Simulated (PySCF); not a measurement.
## Electronic structure of C₆H₁₁BOSi (SMILES C=C(C)CC1=CBO[SiH2]1) in real space

The calculation's input:

```
{"job": {"kind": "nmr", "xc": "PBE0", "basis": "pcSseg-1"}, "charge": 0, "multiplicity": 1}
C     -2.053383    -1.282671    -0.901348
C     -1.565111    -0.226202    -0.272816
C     -1.654456     1.162002    -0.826366
C     -0.836913    -0.338734     1.040452
C      0.625270    -0.079421     0.838599
C      1.342122     0.877244     1.454914
B      2.834738     0.884022     0.991179
O      3.078976    -0.072363     0.063758
Si     1.779398    -1.006197    -0.348545
H     -1.977050    -2.275180    -0.491015
H     -2.557181    -1.197891    -1.849614
H     -2.205520     1.807597    -0.142859
H     -2.153280     1.169243    -1.791689
H     -0.654415     1.580065    -0.939334
H     -0.967980    -1.345889     1.444140
H     -1.246652     0.380084     1.756458
H      0.888529     1.542915     2.180214
H      3.700301     1.591868     1.338646
H      1.527117    -0.785728    -1.766647
H      2.090343    -2.374087     0.049148
```

Launched as:

```sh
OMP_NUM_THREADS=1 python probes_run.py task.json out
```

Geometry: GFN2-xTB.

Method: PBE0/pcSseg-1, SCF density, gas phase, non-relativistic (PySCF).

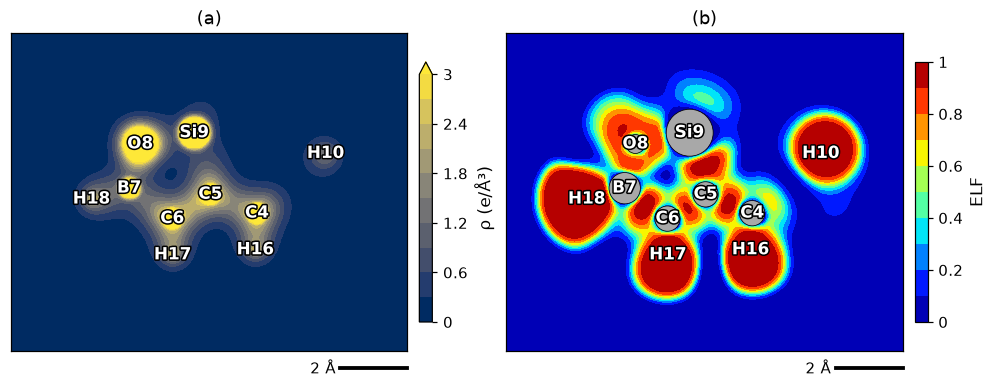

Figure 1. (a) electron density; (b) ELF on the plane of atoms B7, C6 and H17. Grey discs cover the atomic cores in the ELF map.

> Interpret the plot.

The plane passes through C, B, O, Si and H nuclei. C–C (1.34 Å): the density is about 2.2 e/Å³ at the midpoint; the ELF peaks at about 0.90 between the atoms; a multiple bond. B–O (1.35 Å): ρ at the midpoint is about 2.1 e/Å³; the ELF peaks at about 0.90 between the atoms, as expected for a short, strongly polar bond. C–B (1.56 Å): the density is about 1.4 e/Å³ at the midpoint; the ELF peaks at about 1 between the atoms: a shared electron pair. Si–O (1.65 Å): the density is about 1.1 e/Å³ at the midpoint; the ELF peaks at about 0.85 between the atoms, as expected for a shared but strongly polarised pair. C–Si (1.90 Å): the density is about 0.93 e/Å³ at the midpoint; the ELF peaks at about 0.95 between the atoms; a shared electron pair. The ELF also peaks beside O8, away from the bonds: lone-pair regions.

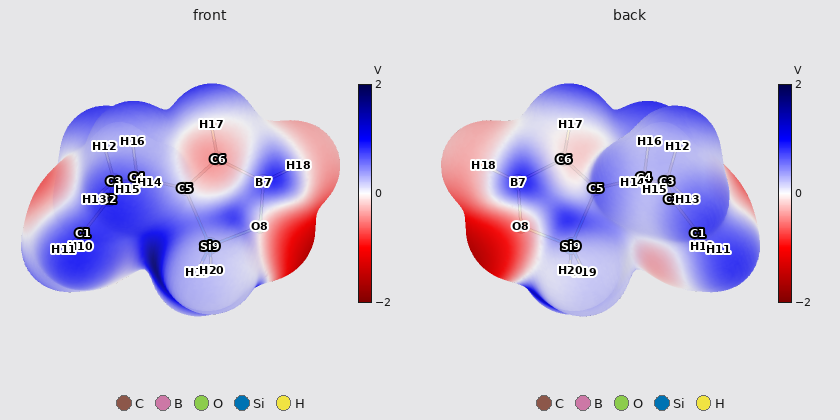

Figure 2. The electrostatic potential painted on the density surface at 0.002 e/bohr³, seen from the front and from behind; red is negative and blue positive.

> Which sites attract a positive test charge, and which a negative one?

A positive charge is drawn to the negative regions and a negative charge to the positive ones. The most negative region (about −1.5 V, or −35 kcal/mol for a unit charge) lies over O8, the most positive (about +1.6 V, or +37 kcal/mol for a unit charge) over Si9. O8 is the likeliest acceptor of a hydrogen bond.

> How polar is the molecule by this calculation?

Its dipole moment is 2.17 D.
